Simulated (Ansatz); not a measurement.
**Nudged elastic band, with input and output: BH₃ClF**

System: BH₃ClF.
Method: RKS PBE0/def2-SVP (Ansatz 0.2.0).

One setting was made poor on purpose. It belongs to a series of runs on one base structure; here: band between the two ends.

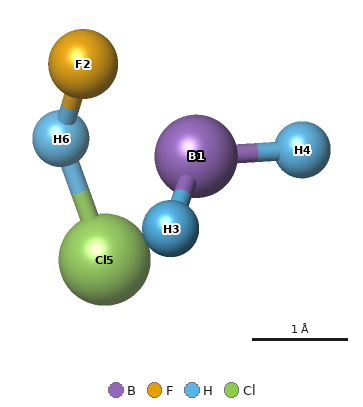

**Figure 1.** The structure as given in the input (ball-and-stick view, seen at a tilt; atoms are numbered from 1 in the order of the input).

## The input
```yaml
crystal:
  periodic: [false, false, false]
  atoms:
    - { symbol: B, position_ang: [0.0, 0.0, 0.0] }
    - { symbol: F, position_ang: [0.0, 0.0, 1.67] }
    - { symbol: H, position_ang: [1.0305, 0.0, -0.595] }
    - { symbol: H, position_ang: [-1.0305, 0.0, -0.595] }
    - { symbol: Cl, position_ang: [0.0903, -2.0478, 0.6811] }
    - { symbol: H, position_ang: [0.047, -1.0669, 1.6505] }
basis:
  gaussian: { orbitals: def2-SVP }
hamiltonian:
  xc: pbe0
neb:
  order_check: false
  images: 5
  f_tol: 0.05
  max_iterations: 60
  final_atoms:
    - { symbol: B, position_ang: [0.0, 0.0, 0.0] }
    - { symbol: F, position_ang: [0.0, 0.0, 1.67] }
    - { symbol: H, position_ang: [1.0305, 0.0, -0.595] }
    - { symbol: H, position_ang: [-1.0305, 0.0, -0.595] }
    - { symbol: Cl, position_ang: [0.0903, -2.0478, 0.6811] }
    - { symbol: H, position_ang: [0.047, -1.0669, 1.6505] }
  initial_path:
    images:
      - { positions_ang: [[0.0, 0.0, 0.0], [0.0, 0.0, 1.67], [1.0305, 0.0, -0.595], [-1.0305, 0.0, -0.595], [0.0903, -2.0478, 0.6811], [0.047, -1.0669, 1.6505]] }
      - { positions_ang: [[0.0, 0.0, 0.0], [0.0, 0.0, 1.67], [1.0305, 0.0, -0.595], [-1.0305, 0.0, -0.595], [0.0903, -2.0478, 0.6811], [0.047, -1.0669, 1.6505]] }
      - { positions_ang: [[0.0, 0.0, 0.0], [0.0, 0.0, 1.67], [1.0305, 0.0, -0.595], [-1.0305, 0.0, -0.595], [0.0903, -2.0478, 0.6811], [0.047, -1.0669, 1.6505]] }
      - { positions_ang: [[0.0, 0.0, 0.0], [0.0, 0.0, 1.67], [1.0305, 0.0, -0.595], [-1.0305, 0.0, -0.595], [0.0903, -2.0478, 0.6811], [0.047, -1.0669, 1.6505]] }
      - { positions_ang: [[0.0, 0.0, 0.0], [0.0, 0.0, 1.67], [1.0305, 0.0, -0.595], [-1.0305, 0.0, -0.595], [0.0903, -2.0478, 0.6811], [0.047, -1.0669, 1.6505]] }
      - { positions_ang: [[0.0, 0.0, 0.0], [0.0, 0.0, 1.67], [1.0305, 0.0, -0.595], [-1.0305, 0.0, -0.595], [0.0903, -2.0478, 0.6811], [0.047, -1.0669, 1.6505]] }
      - { positions_ang: [[0.0, 0.0, 0.0], [0.0, 0.0, 1.67], [1.0305, 0.0, -0.595], [-1.0305, 0.0, -0.595], [0.0903, -2.0478, 0.6811], [0.047, -1.0669, 1.6505]] }
```

Launched with:
```bash
ansatz run input.yaml --threads 1 --pin off --max-ram 2048MiB --backend cpu --events-out ev --progress --plain --runs-dir out
```

## The program's output
```
Error: invalid value for `neb.final_atoms`: is identical to crystal.atoms — the two endpoints must differ for a path to exist
```

## What the run reported

```json
{"quantity": "outcome", "value": "refused by the program"}
{"quantity": "hardware", "value": "1 thread of Arm Neoverse V1, 24 GiB of memory available, shared host"}
```

The program refused the input: “invalid value for `neb.final_atoms`: is identical to crystal.atoms — the two endpoints must differ for a path to exist” A deliberately poor setting: ends not relaxed.
